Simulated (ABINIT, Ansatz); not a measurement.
## GaAs (F-43m): changed settings of a GW run in ABINIT

What do changed inputs do to GW on GaAs (F-43m)?

Program: ABINIT 10.8.3. Level of theory: PBE and many-body steps on it, plane waves. Results are calculated unless marked as measured.

## Step 1: The structure

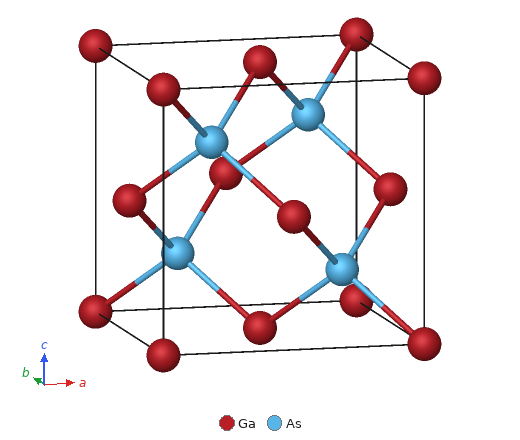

The cell as given, slightly off an axis (gallium red, arsenic blue). This picture shows the conventional cell, with its axes. Bonds to atoms that aren't drawn are left out. Some periodic images of atoms are drawn too.

The cell and positions come from the Crystallography Open Database and are kept as given unless a step says otherwise.

## Step 2: Screening, 6×6×6 mesh, 140 bands, screening to 176.9 eV

This step: ABINIT 10.8.3; RPA screening on PBE, plane waves, norm-conserving pseudopotentials.

The RPA dielectric matrix is built and inverted for each q.

Input file run.abi:

```
acell 3*1.0 Angstrom
rprim 
  0.000000000000 2.826850000000 2.826850000000
  2.826850000000 0.000000000000 2.826850000000
  2.826850000000 2.826850000000 -0.000000000000
ntypat 2
znucl 31 33
natom 2
typat 1 2
xred 
  0.000000000000 0.000000000000 0.000000000000
  0.250000000000 0.250000000000 0.250000000000
pp_dirpath "pseudos"
pseudos "Ga.upf, As.upf"
ecut 45
ngkpt 6 6 6
nshiftk 1
shiftk 0 0 0
kptopt 1
chksymbreak 0
istwfk *1
occopt 1
irdwfk 1
optdriver 3
nband 140
ecuteps 6.5
inclvkb 2
awtr 1
symchi 1
indata_prefix "in"
outdata_prefix "out"
tmpdata_prefix "tmp"
```

Launch:

```sh
OMP_NUM_THREADS=1 mpirun -n 4 abinit run.abi > log
```

Output:

```text
.Version 10.8.3 of ABINIT. v10.8.2 released Aug 2026.

 Symmetries : space group F-4 3 m (#216); Bravais cF (face-center cubic)
[... echo of the input left out ...]
== DATASET  1 ==================================================================
-   mpi_nproc: 4, omp_nthreads: 1 (-1 if OMP is not activated)

--- !DatasetInfo
iteration_state: {dtset: 1, }
dimensions: {natom: 2, nkpt: 16, mband: 140, nsppol: 1, nspinor: 1, nspden: 1, mpw: 4477, }
cutoff_energies: {ecut:  45.0, pawecutdg:  -1.0, }
electrons: {nelect:   4.40000000E+01, charge:   0.00000000E+00, occopt:   1.00000000E+00, tsmear:   1.00000000E-02, }

 SCREENING: Calculation of the susceptibility and dielectric matrices

 Based on a program developped by R.W. Godby, V. Olevano, G. Onida, and L. Reining.
 Incorporated in ABINIT by V. Olevano, G.-M. Rignanese, and M. Torrent.
.Using double precision arithmetic ; gwpc =  8

[... cell and pseudopotentials left out ...]
--------------------------------------------------------------------------------

 ==== K-mesh for the wavefunctions ====
 Number of points in the irreducible wedge :    16
[... list of points left out ...]
 Together with 24 symmetry operations and time-reversal symmetry
 yields   216 points in the full Brillouin Zone.

 ==== Q-mesh for the screening function ====
 Number of points in the irreducible wedge :    16
[... list of points left out ...]
 Together with 24 symmetry operations and time-reversal symmetry
 yields   216 points in the full Brillouin Zone.

 setmesh: FFT mesh size selected  =    32x   32x   32
          total number of points  =        32768

 vcoul_init : cutoff-mode = AUXILIARY_FUNCTION
 q-points for optical limit:   1
     1)      0.000010    0.000020    0.000030

- screening: taking advantage of time-reversal symmetry
- Maximum band index for partially occupied states nbvw = 22
- Remaining bands to be divided among processors   nbcw = 118
- Number of bands treated by each node ~29

 Number of electrons calculated from density =   44.0000; Expected =   44.0000
 average of density, n =  0.144317
 r_s =    1.1827
 omega_plasma =   36.6450 [eV]

 calculating chi0 at frequencies [eV] :
  1    0.000000E+00    0.000000E+00
  2    0.000000E+00    3.664498E+01

--------------------------------------------------------------------------------
  q-point number  1        q = ( 0.000000, 0.000000, 0.000000) [r.l.u.]
--------------------------------------------------------------------------------
[... chi0 elements left out ...]
 For q-point:  0.000010 0.000020 0.000030
  dielectric constant =  52.2357
  dielectric constant without local fields =  54.3561

  Average fulfillment of the sum rule on Im[epsilon] for q-point    1 :     39.65  [%]
[... wings left out ...]
  q-point number  2        q = ( 0.166667, 0.000000, 0.000000) [r.l.u.]
--------------------------------------------------------------------------------
[... chi0 elements left out ...]
  Average fulfillment of the sum rule on Im[epsilon] for q-point    2 :     47.81  [%]

 [... 14 further q-points ...]
```

Elapsed: 8.7 min, on 4 MPI ranks of Intel Xeon 6975P-C (Granite Rapids), shared host; peak memory 2.4 GiB.

Numbers from this step:

* ε∞ with local fields, on this mesh, along the program's q direction: 52.24
* the same without local fields: 54.36
* plasma frequency: 36.65 eV
* plane waves in the screening matrix: 259

Local fields lower ε∞ by 4 %.

## Step 3: Base

The self-energy is evaluated for the states that the input lists, and the levels follow from it, in one-shot runs by the linearised quasiparticle equation.

This step: G0W0 on PBE, plane waves, norm-conserving pseudopotentials.

run.abi, as its differences from that of step 2:

```diff
@@ -23,8 +23,15 @@
 irdwfk 1
-optdriver 3
+optdriver 4
 nband 140
+gwcalctyp 0
+ecutsigx 45
+symsigma 1
+nkptgw 1
+kptgw 
+  0.0000000000 0.0000000000 0.0000000000
+bdgw 
+  20 26
 ecuteps 6.5
-inclvkb 2
-awtr 1
-symchi 1
+irdscr 1
+ppmodel 1
 indata_prefix "in"
```

Output:

```text
.Version 10.8.3 of ABINIT. v10.8.2 released Aug 2026.

 Symmetries : space group F-4 3 m (#216); Bravais cF (face-center cubic)
[... echo of the input left out ...]
== DATASET  1 ==================================================================
-   mpi_nproc: 4, omp_nthreads: 1 (-1 if OMP is not activated)

--- !DatasetInfo
iteration_state: {dtset: 1, }
dimensions: {natom: 2, nkpt: 16, mband: 140, nsppol: 1, nspinor: 1, nspden: 1, mpw: 4477, }
cutoff_energies: {ecut:  45.0, pawecutdg:  -1.0, }
electrons: {nelect:   4.40000000E+01, charge:   0.00000000E+00, occopt:   1.00000000E+00, tsmear:   1.00000000E-02, }

 SIGMA: Calculation of the GW corrections

 Based on a program developped by R.W. Godby, V. Olevano, G. Onida, and L. Reining.
 Incorporated in ABINIT by V. Olevano, G.-M. Rignanese, and M. Torrent.
.Using double precision arithmetic ; gwpc =  8

[... cell and pseudopotentials left out ...]
--------------------------------------------------------------------------------

 ==== K-mesh for the wavefunctions ====
 Number of points in the irreducible wedge :    16
[... list of points left out ...]
 Together with 24 symmetry operations and time-reversal symmetry
 yields   216 points in the full Brillouin Zone.

 ==== Q-mesh for screening function ====
 Number of points in the irreducible wedge :    16
[... list of points left out ...]
 Together with 24 symmetry operations and time-reversal symmetry
 yields   216 points in the full Brillouin Zone.

 vcoul_init : cutoff-mode = AUXILIARY_FUNCTION
 q-points for optical limit:   1
     1)      0.000010    0.000020    0.000030
 setmesh: FFT mesh size selected  =    45x   45x   45
          total number of points  =        91125

 Number of electrons calculated from density =   44.0000; Expected =   44.0000
 average of density, n =  0.144317
 r_s =    1.1827
 omega_plasma =   36.6450 [eV]

 === KS Band Gaps ===
  >>>> For spin  1
   Minimum direct gap =   0.5078 [eV], located at k-point      :   0.0000  0.0000  0.0000
   Fundamental gap    =   0.5078 [eV], Top of valence bands at :   0.0000  0.0000  0.0000
                                       Bottom of conduction at :   0.0000  0.0000  0.0000
 SIGMA fundamental parameters:
 PLASMON POLE MODEL  1
 number of plane-waves for SigmaX                 4477
 number of plane-waves for SigmaC and W            259
 number of plane-waves for wavefunctions          4477
 number of bands                                   140
 number of independent spin polarizations            1
 number of spinorial components                      1
 number of k-points in IBZ                          16
 number of q-points in IBZ                          16
 number of symmetry operations                      24
 number of k-points in BZ                          216
 number of q-points in BZ                          216
 number of frequencies for dSigma/dE                 9
 frequency step for dSigma/dE [eV]                0.25
 number of omega for Sigma on real axis              0
 max omega for Sigma on real axis  [eV]           0.00
 zcut for avoiding poles [eV]                     0.10

 EPSILON^-1 parameters (SCR file):
 dimension of the eps^-1 matrix on file            259
 dimension of the eps^-1 matrix used               259
 number of plane-waves for wavefunctions          4477
 number of bands                                   140
 number of q-points in IBZ                          16
 number of frequencies                               2
 number of real frequencies                          1
 number of imag frequencies                          1

 matrix elements of self-energy operator (all in [eV])

 Perturbative Calculation

--- !SelfEnergy_ee
iteration_state: {dtset: 1, }
kpoint     : [   0.000,    0.000,    0.000, ]
spin       : 1
KS_gap     :    0.508
QP_gap     :    1.107
Delta_QP_KS:    0.600
data: !SigmaeeData |
     Band     E0 <VxcDFT>   SigX SigC(E0)      Z dSigC/dE  Sig(E)    E-E0       E
       20   5.666 -14.339 -15.777   0.853   0.797  -0.255 -14.806  -0.467   5.200
       21   5.666 -14.339 -15.777   0.853   0.797  -0.255 -14.806  -0.467   5.200
       22   5.666 -14.339 -15.777   0.853   0.797  -0.255 -14.806  -0.467   5.200
       23   6.174 -14.711 -11.038  -3.506   0.802  -0.247 -14.577   0.133   6.307
       24   9.403 -11.539  -7.129  -4.297   0.801  -0.249 -11.449   0.090   9.493
       25   9.403 -11.539  -7.129  -4.297   0.801  -0.249 -11.449   0.090   9.493
       26   9.403 -11.539  -7.129  -4.297   0.801  -0.249 -11.449   0.090   9.493

== END DATASET(S) ==============================================================
================================================================================

 -outvars: echo values of variables after computation  --------
           etotal      0.0000000000E+00
            nband         140
             nkpt          16
          spgroup         216
 [... the other variables as echoed above ...]

 Calculation completed.
```

Elapsed: 18 s, on 4 MPI ranks; peak memory 1.8 GiB.

This step gave:

- G0W0 gap on the points computed: 1.107 eV
- starting gap on the mesh: 0.5078 eV
- k of the valence top: 0, 0, 0
- k of the conduction bottom: 0, 0, 0
- Z at the valence top: 0.797
- Z at the conduction bottom: 0.802
- least direct G0W0 gap on the computed points: 1.107 eV

The gap on the mesh goes from 0.51 eV to 1.11 eV, a correction of +0.60 eV.

## Step 4: Scissors in G

run.abi, as its differences from that of step 3:

```diff
@@ -36,2 +36,3 @@
 ppmodel 1
+mbpt_sciss 0.5 eV
 indata_prefix "in"
```

Output:

```text
.Version 10.8.3 of ABINIT. v10.8.2 released Aug 2026.

 Symmetries : space group F-4 3 m (#216); Bravais cF (face-center cubic)
[... echo of the input left out ...]
== DATASET  1 ==================================================================
-   mpi_nproc: 4, omp_nthreads: 1 (-1 if OMP is not activated)

--- !DatasetInfo
iteration_state: {dtset: 1, }
dimensions: {natom: 2, nkpt: 16, mband: 140, nsppol: 1, nspinor: 1, nspden: 1, mpw: 4477, }
cutoff_energies: {ecut:  45.0, pawecutdg:  -1.0, }
electrons: {nelect:   4.40000000E+01, charge:   0.00000000E+00, occopt:   1.00000000E+00, tsmear:   1.00000000E-02, }

 SIGMA: Calculation of the GW corrections

 Based on a program developped by R.W. Godby, V. Olevano, G. Onida, and L. Reining.
 Incorporated in ABINIT by V. Olevano, G.-M. Rignanese, and M. Torrent.
.Using double precision arithmetic ; gwpc =  8

[... cell and pseudopotentials left out ...]
--------------------------------------------------------------------------------

 ==== K-mesh for the wavefunctions ====
 Number of points in the irreducible wedge :    16
[... list of points left out ...]
 Together with 24 symmetry operations and time-reversal symmetry
 yields   216 points in the full Brillouin Zone.

 ==== Q-mesh for screening function ====
 Number of points in the irreducible wedge :    16
[... list of points left out ...]
 Together with 24 symmetry operations and time-reversal symmetry
 yields   216 points in the full Brillouin Zone.

 vcoul_init : cutoff-mode = AUXILIARY_FUNCTION
 q-points for optical limit:   1
     1)      0.000010    0.000020    0.000030
 setmesh: FFT mesh size selected  =    45x   45x   45
          total number of points  =        91125

 Number of electrons calculated from density =   44.0000; Expected =   44.0000
[...]
number of frequencies for dSigma/dE                 9
 frequency step for dSigma/dE [eV]                0.25
 number of omega for Sigma on real axis              0
 max omega for Sigma on real axis  [eV]           0.00
 zcut for avoiding poles [eV]                     0.10
 scissor energy [eV]                              0.50

 EPSILON^-1 parameters (SCR file):
 dimension of the eps^-1 matrix on file            259
 dimension of the eps^-1 matrix used               259
 number of plane-waves for wavefunctions          4477
 number of bands                                   140
 number of q-points in IBZ                          16
 number of frequencies                               2
 number of real frequencies                          1
 number of imag frequencies                          1

 matrix elements of self-energy operator (all in [eV])

 Perturbative Calculation

--- !SelfEnergy_ee
iteration_state: {dtset: 1, }
kpoint     : [   0.000,    0.000,    0.000, ]
spin       : 1
KS_gap     :    0.508
QP_gap     :    1.151
Delta_QP_KS:    0.643
data: !SigmaeeData |
     Band     E0 <VxcDFT>   SigX SigC(E0)      Z dSigC/dE  Sig(E)    E-E0       E
       20   5.666 -14.339 -15.777   0.893   0.798  -0.253 -14.774  -0.435   5.231
       21   5.666 -14.339 -15.777   0.893   0.798  -0.253 -14.774  -0.435   5.231
       22   5.666 -14.339 -15.777   0.893   0.798  -0.253 -14.774  -0.435   5.231
       23   6.174 -14.711 -11.038  -3.536   0.803  -0.245 -14.503   0.208   6.382
       24   9.403 -11.539  -7.129  -4.315   0.801  -0.248 -11.364   0.175   9.578
       25   9.403 -11.539  -7.129  -4.315   0.801  -0.248 -11.364   0.175   9.578
       26   9.403 -11.539  -7.129  -4.315   0.801  -0.248 -11.364   0.175   9.578

== END DATASET(S) ==============================================================
================================================================================

 -outvars: echo values of variables after computation  --------
           etotal      0.0000000000E+00
            nband         140
             nkpt          16
          spgroup         216
 [... the other variables as echoed above ...]

 Calculation completed.
```

Run time: 16 s. Hardware: 4 MPI ranks; peak memory 2 GiB; 59 s of CPU time.

This step gave:

```
G0W0 gap on the points computed              : 1.151 eV
starting gap on the mesh                     : 0.5078 eV
k of the valence top                         : 0, 0, 0
k of the conduction bottom                   : 0, 0, 0
Z at the valence top                         : 0.798
Z at the conduction bottom                   : 0.803
least direct G0W0 gap on the computed points : 1.151 eV
```

## Step 5: Contour deformation on a plasmon-pole file

run.abi, as its differences from that of step 4:

```diff
@@ -25,3 +25,3 @@
 nband 140
-gwcalctyp 0
+gwcalctyp 2
 ecutsigx 45
@@ -35,4 +35,2 @@
 irdscr 1
-ppmodel 1
-mbpt_sciss 0.5 eV
 indata_prefix "in"
```

Output:

```text
.Version 10.8.3 of ABINIT. v10.8.2 released Aug 2026.

 Symmetries : space group F-4 3 m (#216); Bravais cF (face-center cubic)
================================================================================
 Values of the parameters that define the memory need of the present run
     intxc =       0    ionmov =       0      iscf =       7    lmnmax =       6
     lnmax =       6     mgfft =      48  mpssoang =       3    mqgrid =    3001
     natom =       2  nloc_mem =       1    nspden =       1   nspinor =       1
    nsppol =       1      nsym =      24    n1xccc =    2501    ntypat =       2
    occopt =       1   xclevel =       2
-    mband =         140        mffmem =           1         mkmem =           4
       mpw =        4477          nfft =      110592          nkpt =          16
================================================================================
  Rough estimation (10% accuracy) of disk space for files :
================================================================================

--------------------------------------------------------------------------------
------------- Echo of variables that govern the present computation ------------
--------------------------------------------------------------------------------
 -outvars: echo values of preprocessed input variables --------
            acell      1.8897261259E+00  1.8897261259E+00  1.8897261259E+00 Bohr

             bdgw          20      26
      chksymbreak           0
             ecut      4.50000000E+01 Hartree
          ecuteps      6.50000000E+00 Hartree
         ecutsigx      4.50000000E+01 Hartree
          ecutwfn      4.50000000E+01 Hartree
-          fftalg         312
        gwcalctyp           2
           irdscr           1
           irdwfk           1

[...]
setmesh: FFT mesh size selected  =    45x   45x   45
          total number of points  =        91125

 Number of electrons calculated from density =   44.0000; Expected =   44.0000
 average of density, n =  0.144317
 r_s =    1.1827
 omega_plasma =   36.6450 [eV]

 === KS Band Gaps ===
  >>>> For spin  1
   Minimum direct gap =   0.5078 [eV], located at k-point      :   0.0000  0.0000  0.0000
   Fundamental gap    =   0.5078 [eV], Top of valence bands at :   0.0000  0.0000  0.0000
                                       Bottom of conduction at :   0.0000  0.0000  0.0000
 SIGMA fundamental parameters:
 CONTOUR DEFORMATION
 number of plane-waves for SigmaX                 4477
 number of plane-waves for SigmaC and W            259
 number of plane-waves for wavefunctions          4477
 number of bands                                   140
 number of independent spin polarizations            1
 number of spinorial components                      1
 number of k-points in IBZ                          16
 number of q-points in IBZ                          16
 number of symmetry operations                      24
 number of k-points in BZ                          216
 number of q-points in BZ                          216
 number of frequencies for dSigma/dE                 9
 frequency step for dSigma/dE [eV]                0.25
 number of omega for Sigma on real axis              0
 max omega for Sigma on real axis  [eV]           0.00
 zcut for avoiding poles [eV]                     0.10

 EPSILON^-1 parameters (SCR file):
 dimension of the eps^-1 matrix on file            259
 dimension of the eps^-1 matrix used               259
 number of plane-waves for wavefunctions          4477
 number of bands                                   140
 number of q-points in IBZ                          16
 number of frequencies                               2
 number of real frequencies                          1
 number of imag frequencies                          1

 matrix elements of self-energy operator (all in [eV])

 Perturbative Calculation

--- !ERROR
message: |
    Fatal error

--- !ERROR
message: |
    Fatal error

--- from the log ---
Fatal error
```

It took 5.5 s on 4 MPI ranks; peak memory 0.39 GiB.

The run stopped with an error after 5.5 s.

The fault put into this input: contour deformation on a plasmon-pole file.

## Step 6: The runs together

Times are wall times on 4 MPI ranks of Intel Xeon 6975P-C (Granite Rapids), shared host, good to a factor of about two. A run's time includes the screening step that it read.

```csv
run,mesh,bands,screening cutoff (eV),DFT gap (eV),gap on the mesh (eV),direct (eV),ε∞ used,time
base,6×6×6,140,176.9,0.508,1.107,1.107,52.24,9 min
scissors in G,6×6×6,140,176.9,0.508,1.151,1.151,52.24,9 min
```

## Step 7: Outcome

```
base          : 1.107 eV
scissors in G : 1.151 eV
known limits  : not at the basis limit; mesh may overstate the screening; no spin-orbit coupling; coarse k mesh
```

Scissors in G: +0.044 eV against base (keys changed: mbpt_sciss). Bands and cutoff are finite, so the gap is not at the basis limit. The miss can reach some tenths of an eV and take either sign; the mesh is an error of its own. In the G0W0 runs levels were corrected at 1 k point alone, so a gap called «on the mesh» is the least over those, and an edge elsewhere would be missed. The 6×6×6 mesh is coarse for this cell, which bears on the long-range parts of exchange and screening. For the PBE start: The RPA ε∞ on this mesh reaches over 25; with a narrow direct gap a coarse mesh can overstate it, and the correction is then too small. The many-body steps are scalar-relativistic: spin-orbit coupling is not in them.

[Paths, hosts, dates, memory and timing lines, banners, echoed tables and standing remarks are left out of the program output.]

[Logs are printed without paths, hosts, clocks, repeated set-up lines and the standing remarks that a program may print on its own settings, such as how far it seeks lower states.]

[Runs of the session that timed out or met a known fault of the program may be left out.]

[Hosts, paths, dates, database ids (printed as entryN), source tags and the programs' standing remarks are cut or masked in the printed files.]

[G0W0 gaps are taken among the corrected bands and points alone; a level outside them can change the order at an edge.]

[Where Ansatz stands beside ABINIT at settings called matched, ABINIT's density can come from a denser mesh and the files from another edition; pairs whose starting gaps differed by over 0.03 eV were left out, so agreement reads better than it is.]
